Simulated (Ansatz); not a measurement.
# Geometry relaxation of TaH4ClO3F2 (part 2 of 2)

The same run, continued: TaH4ClO3F2; RKS PBE0-D4/def2-SVP (Ansatz 0.2.0). The input holds or restrains some coordinates. Forces given for the steps count only the free coordinates. It belongs to a series of runs on one base structure; here: pulled along the bonds that form and break, towards end B.

### Trajectory as extended XYZ, continued
```
11
Properties=species:S:1:pos:R:3:forces:R:3 step=3 energy=-25689.33659
Ta   -0.2552    0.1772   -0.0760    1.7675   1.0840  -0.3040
F     2.5330    0.1098   -0.0566   -1.2598   0.5321  -0.3339
F     0.0033    0.0018    1.8821    0.2195   0.1874  -1.9478
O    -0.0328   -0.0476   -1.9989   -1.0395  -1.5058   0.7072
H    -0.6236   -0.7190   -2.3638    0.3235  -0.6071  -0.2812
Cl   -1.3252    2.1096    0.0464   -3.9421   0.0138   1.7377
O    -1.0158   -1.6836    0.0039   -0.4212   2.2436  -0.0185
H    -1.6385   -1.7729    0.7610    0.6278  -0.2418  -0.4814
O     0.6235    1.9295   -1.0210    5.5604  -1.7780  -0.0746
H     1.4818    1.7795   -1.5733   -2.2432   0.3819   0.5478
H     2.1783    0.9118   -0.4511    0.4070  -0.3101   0.4487
11
Properties=species:S:1:pos:R:3:forces:R:3 step=5 energy=-25691.71062
Ta   -0.3340    0.3336   -0.1364    0.6902   0.9803  -0.2974
F     2.7558    0.0210   -0.0289   -0.4462  -0.0593  -0.0767
F     0.0567    0.0476    1.7236    0.4479   0.2646  -0.8093
O    -0.1016   -0.1290   -1.9920   -0.3839  -0.2463   0.0900
H    -0.6170   -0.8441   -2.3733    0.1293  -0.5793   0.0264
Cl   -1.6790    2.1233    0.1659   -1.7587  -0.3442   0.4356
O    -1.0832   -1.4859   -0.0601   -0.6038   0.9647   0.0395
H    -1.5717   -1.7696    0.7392    0.5320   0.0973  -0.4083
O     0.6667    1.8901   -0.9257    2.0847  -1.4337   0.9427
H     1.3692    1.7732   -1.5931   -0.7567   0.1379  -0.0762
H     2.4667    0.8359   -0.3665    0.0652   0.2179   0.1337
11
Properties=species:S:1:pos:R:3:forces:R:3 step=7 energy=-25692.98331
Ta   -0.3738    0.4357   -0.1655    0.7065   0.9310  -0.3072
F     2.7108   -0.1178   -0.0532   -0.1343   0.5617  -0.2022
F     0.2294    0.1127    1.6020    0.1740   0.1632  -0.4158
O    -0.1795   -0.0988   -1.9994   -0.1640  -0.1418  -0.1483
H    -0.5462   -0.9426   -2.3080    0.1480   0.1561   0.2341
Cl   -2.0353    1.9711    0.1814   -0.3529  -0.3178  -0.0461
O    -1.2093   -1.3144   -0.1065   -0.2015   0.1284   0.3312
H    -1.4924   -1.7261    0.7274    0.1765   0.1435  -0.2793
O     0.8604    1.8591   -0.7941    0.3449  -1.2092  -0.0610
H     1.2580    1.8151   -1.6896   -0.4908   0.1358   0.6917
H     2.7067    0.8022   -0.2420   -0.2063  -0.5508   0.2028
11
Properties=species:S:1:pos:R:3:forces:R:3 step=9 energy=-25693.27554
Ta   -0.4096    0.5150   -0.1995    0.8232   0.7986  -0.4287
F     2.5954   -0.3650   -0.2101   -0.1062  -0.0786  -0.0153
F     0.3369    0.3126    1.5190   -0.0208   0.0340  -0.0570
O    -0.1990   -0.0265   -2.0163   -0.0878  -0.0199  -0.0559
H    -0.4497   -0.9268   -2.2616    0.0090   0.0317  -0.0111
Cl   -2.2897    1.8069    0.0282   -0.0076  -0.0248  -0.0402
O    -1.1548   -1.2537   -0.0420    0.0747   0.0071   0.1815
H    -1.3201   -1.6900    0.8018    0.0349  -0.0758  -0.0071
O     0.9524    1.8687   -0.6938   -0.5009  -0.8247   0.4270
H     1.2187    1.9952   -1.6121   -0.0151   0.0231   0.0259
H     2.6483    0.5596   -0.1608   -0.2035   0.1293  -0.0192
11
Properties=species:S:1:pos:R:3:forces:R:3 step=11 energy=-25693.36986
Ta   -0.4433    0.5635   -0.2600    0.9538   0.4863  -0.2714
F     2.4594   -0.5938   -0.2200   -0.1784   0.0281   0.0193
F     0.2693    0.5027    1.4928   -0.0213   0.0295   0.0138
O    -0.3228    0.0443   -2.0855   -0.1215  -0.1344   0.0625
H    -0.4918   -0.8641   -2.3676    0.0719   0.0853  -0.0729
Cl   -2.3750    1.7911   -0.1518    0.0301   0.0218   0.0116
O    -0.9971   -1.2442    0.0699    0.0492   0.0083   0.2500
H    -0.9386   -1.7469    0.8969    0.0734   0.1871  -0.2972
O     1.0389    1.8358   -0.6240   -0.6172  -0.4635  -0.2891
H     1.1880    2.1879   -1.5261   -0.0975  -0.3869   0.6609
H     2.5416    0.3197   -0.0719   -0.1424   0.1384  -0.0875
11
Properties=species:S:1:pos:R:3:forces:R:3 step=13 energy=-25693.43485
Ta   -0.5125    0.6077   -0.2636    1.3069   0.5429  -0.3545
F     2.3215   -0.6939   -0.1018   -0.1367  -0.0741  -0.0244
F     0.1592    0.6607    1.5102   -0.0577   0.0165   0.0041
O    -0.4932    0.1367   -2.1025   -0.0817  -0.3308  -0.1284
H    -0.4502   -0.7303   -2.5321    0.0024   0.3272   0.1025
Cl   -2.4629    1.7962   -0.0995   -0.0635   0.0546   0.0077
O    -0.8444   -1.2312    0.0841    0.0032  -0.1910   0.2355
H    -0.5427   -1.7223    0.8622   -0.0492   0.1569  -0.1790
O     1.0449    1.7821   -0.6473   -0.6831  -0.6821   0.2641
H     1.2599    1.9731   -1.5714   -0.1096  -0.0880   0.1273
H     2.4490    0.2172    0.0143   -0.1310   0.2680  -0.0548
11
Properties=species:S:1:pos:R:3:forces:R:3 step=15 energy=-25693.44158
Ta   -0.5164    0.5994   -0.2676    0.9914   0.5309  -0.0260
F     2.3123   -0.7180   -0.0893   -0.0165   0.4753  -0.0092
F     0.0982    0.6955    1.5277   -0.0496  -0.0107  -0.0535
O    -0.5274    0.1523   -2.1129    0.0693  -0.4599  -0.1241
H    -0.4258   -0.6839   -2.5940   -0.0498   0.4122   0.1452
Cl   -2.4650    1.8027   -0.1187    0.0143   0.0002  -0.0041
O    -0.8316   -1.2398    0.1106    0.1259  -0.1168   0.2329
H    -0.4930   -1.7000    0.8954   -0.1117   0.1830  -0.2696
O     1.0564    1.7628   -0.6112   -0.6582  -0.7365  -0.0034
H     1.2181    1.9268   -1.5529   -0.0217   0.0064   0.1669
H     2.5029    0.1982   -0.0344   -0.2935  -0.2842  -0.0552
11
Properties=species:S:1:pos:R:3:forces:R:3 step=17 energy=-25693.45619
Ta   -0.5127    0.5921   -0.2615    0.9403   0.4898  -0.1872
F     2.3108   -0.7402   -0.1192   -0.1816  -0.2519  -0.0359
F     0.0756    0.7110    1.5393    0.0001   0.0041  -0.0258
O    -0.5226    0.1284   -2.0988   -0.0212   0.0278   0.1177
H    -0.4013   -0.6475   -2.6508    0.0088  -0.0157  -0.0553
Cl   -2.4631    1.7948   -0.1319    0.0008  -0.0051  -0.0048
O    -0.8138   -1.2443    0.1386    0.0050   0.0306  -0.0232
H    -0.4816   -1.6745    0.9349   -0.0018   0.0044   0.0129
O     1.0572    1.7582   -0.6077   -0.6735  -0.7710   0.2371
H     1.2077    1.9515   -1.5417    0.0194   0.0113  -0.0166
H     2.4725    0.1666   -0.0486   -0.0963   0.4757  -0.0190
11
Properties=species:S:1:pos:R:3:forces:R:3 step=19 energy=-25693.45747
Ta   -0.5090    0.5805   -0.2641    0.9186   0.5505  -0.2746
F     2.3326   -0.7177   -0.1667   -0.1453  -0.0396   0.0143
F     0.0950    0.6945    1.5302    0.0161   0.0043   0.0466
O    -0.5270    0.1123   -2.0945   -0.0441   0.0603   0.0833
H    -0.4076   -0.6331   -2.6856    0.0260  -0.0486  -0.0585
Cl   -2.4557    1.7877   -0.1262   -0.0067  -0.0049   0.0042
O    -0.8213   -1.2526    0.1454    0.0087  -0.0052   0.0058
H    -0.5196   -1.6612    0.9651    0.0000  -0.0050   0.0017
O     1.0516    1.7574   -0.6129   -0.6599  -0.7623   0.2867
H     1.2238    1.9439   -1.5437    0.0106   0.0065  -0.0367
H     2.4660    0.1841    0.0057   -0.1239   0.2439  -0.0728
```

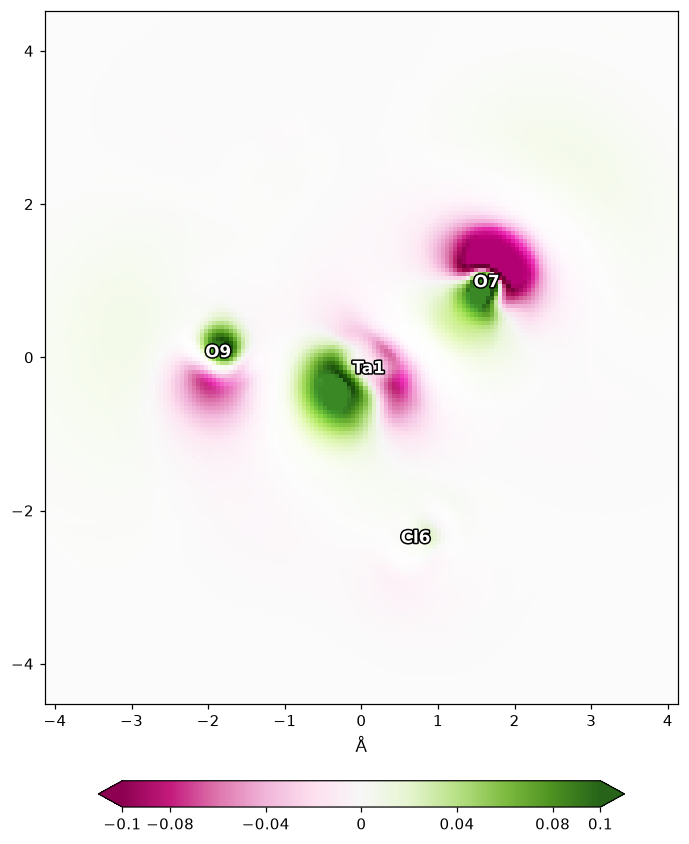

**Figure 1.** The LUMO on the plane of atoms Cl6, Ta1 and O7 (values in Å⁻³ᐟ²; the overall sign is arbitrary). Its weight (Hirshfeld) is mainly on Ta1 (70 %) and O4 (10 %). Its energy is −1.66 eV.

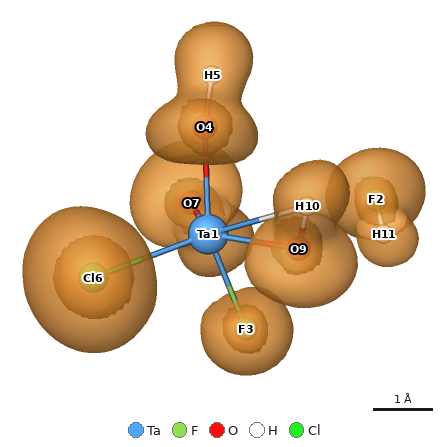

**Figure 2.** Isosurface of the electron localisation function at 0.75 (orange), seen from the side. Only the valence region is drawn (cores and ρ < 0.01 e/Å³ removed). Values along the shortest contacts: Ta1···F2 (3.13 Å): the ELF is only about 0 between them. Ta–O (1.89 Å): the ELF peaks at about 0.80 in the valence shell of O, 0.6 Å from its nucleus, and drops to about 0.25 between the two atoms.

This output came from the following input.

### Input file
```yaml
crystal:
  periodic: [false, false, false]
  atoms:
    - { symbol: Ta, position_ang: [0.0, 0.0, 0.0] }
    - { symbol: F, position_ang: [2.28, 0.0, 0.0] }
    - { symbol: F, position_ang: [0.0, 0.0, 1.93] }
    - { symbol: O, position_ang: [0.0, 0.0, -2.02] }
    - { symbol: H, position_ang: [-0.6343, -0.71, -2.3571] }
    - { symbol: Cl, position_ang: [-1.235, 2.139, 0.0] }
    - { symbol: O, position_ang: [-1.01, -1.7493, 0.0] }
    - { symbol: H, position_ang: [-1.6563, -1.7655, 0.776] }
    - { symbol: O, position_ang: [0.7315, 1.9594, -1.004] }
    - { symbol: H, position_ang: [1.5389, 1.763, -1.5782] }
    - { symbol: H, position_ang: [1.9139, 1.1594, -0.594] }
basis:
  gaussian: { orbitals: def2-SVP }
hamiltonian:
  xc: pbe0
  dispersion: d4
relax:
  f_tol: 0.15
  max_steps: 25
  restrain:
    - { distance: [0, 8], at: 2.02, k: 30.0 }
    - { distance: [10, 1], at: 0.92, k: 30.0 }
    - { distance: [0, 1], at: 3.13, k: 30.0 }
    - { distance: [10, 8], at: 2.21, k: 30.0 }
output:
  orbitals: {}
```

Command:
```bash
ansatz run input.yaml --threads 4 --pin off --max-ram 5120MiB --backend cpu --events-out ev --progress --plain --runs-dir out
```

### Results in brief

```csv
quantity,value
outcome,converged under the restraints of the input
total energy,−25693.4575 eV
mean-field energy,−25693.2549 eV
"largest force (length of the vector) at the end, held atoms and coordinates included",1.106 eV/Å
hardware,"4 threads of Arm Neoverse V2, 24 GiB of memory available, shared host"
wall time,56 s (CPU time 3.5 min)
peak memory,0.43 GiB
```
